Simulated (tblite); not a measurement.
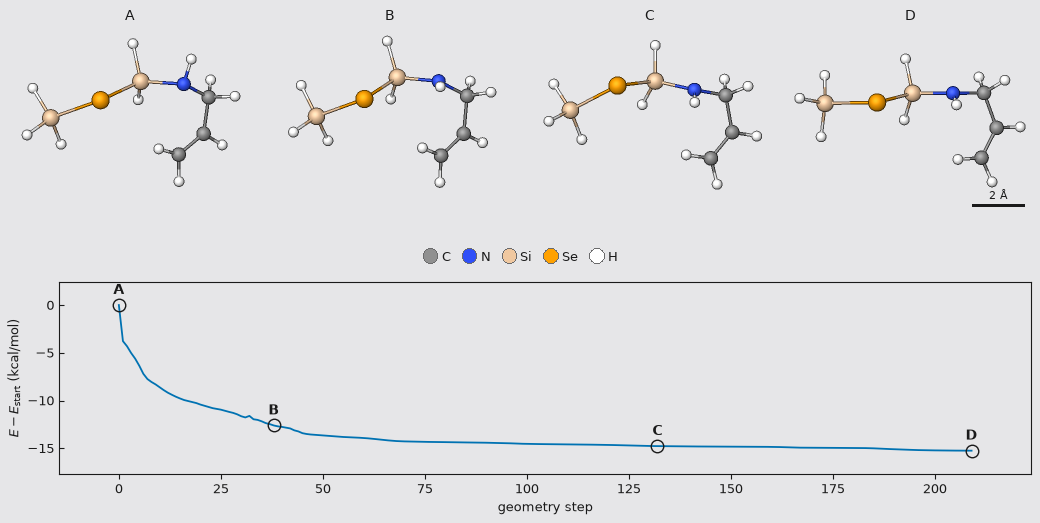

Frames of a relaxation of C3H11NSeSi2, marked on the history of the run. A ball-and-stick model, seen at a tilt.

All numbers below come from tblite, GFN2-xTB geometry optimisation, gas phase. 

**Describe the path.**

The energy falls by 15.3 kcal/mol in 209 geometry steps. An H atom moves most after the best rigid fit: 1.92 Å. By element the largest moves are H 1.92 Å, C 0.92 Å, Si 0.62 Å, N 0.55 Å, Se 0.21 Å. Among the contacts that change: N–Si 1.771 → 1.703 Å, H–N 1.054 → 1.011 Å, C–H 1.138 → 1.098 Å, C–H 1.115 → 1.076 Å. Among the angles between lasting bonds that change: Si–Se–Si 110.9° → 99.5°, Si–N–H 107.7° → 118.7°, N–Si–Se 113.0° → 103.2°. Groups turn about Se–Si by about 25°, Se–Si by about 20°. From step 0 to 38: an H atom moves most (1.24 Å), energy −12.6 kcal/mol. From step 38 to 132: an H atom moves most (0.72 Å), energy −2.16 kcal/mol. From step 132 to 209: an H atom moves most (0.97 Å), energy −0.48 kcal/mol.

| step | E − E(0), kcal/mol |
| --- | --- |
| 0 | 0.00 |
| 1 | -3.78 |
| 2 | -4.32 |
| 3 | -5.02 |
| 4 | -5.62 |
| 5 | -6.35 |
| 6 | -7.20 |
| 7 | -7.75 |
| 8 | -8.06 |
| 9 | -8.31 |
| 10 | -8.61 |
| 20 | -10.43 |
| 31 | -11.77 |
| 41 | -12.84 |
| 52 | -13.73 |
| 62 | -14.00 |
| 73 | -14.31 |
| 83 | -14.38 |
| 94 | -14.46 |
| 104 | -14.57 |
| 115 | -14.62 |
| 125 | -14.70 |
| 136 | -14.80 |
| 146 | -14.82 |
| 157 | -14.85 |
| 167 | -14.94 |
| 178 | -14.97 |
| 188 | -15.08 |
| 199 | -15.22 |
| 209 | -15.26 |
